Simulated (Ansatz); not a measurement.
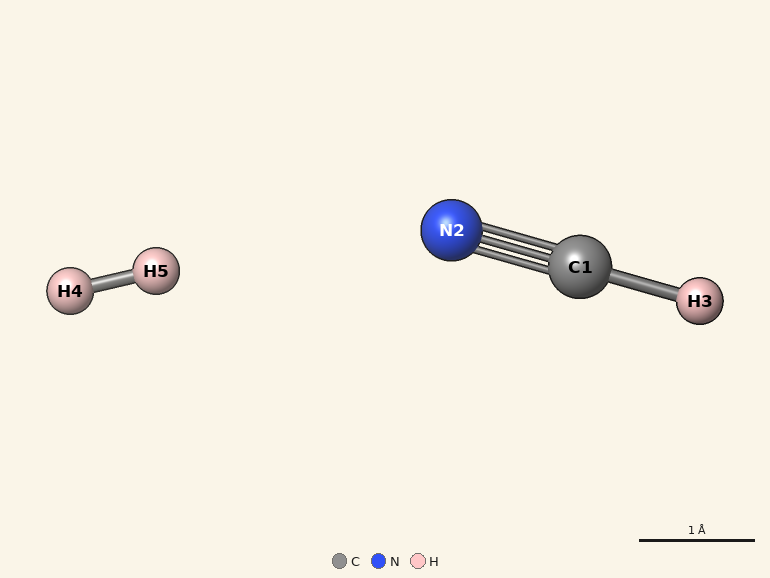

Orthographic view. Depth is shown by fading: the farther an atom, the more it takes the colour of the background. Computed geometry: PBE-D4/def2-SVP optimisation. No frequency run is at hand to confirm it as a minimum.

List all interatomic distances (Å) as a matrix.

```tsv
atom	C1	N2	H3	H4	H5
C1	0.00				
N2	1.17	0.00			
H3	1.09	2.25	0.00		
H4	4.46	3.37	5.50	0.00	
H5	3.70	2.60	4.75	0.77	0.00
```
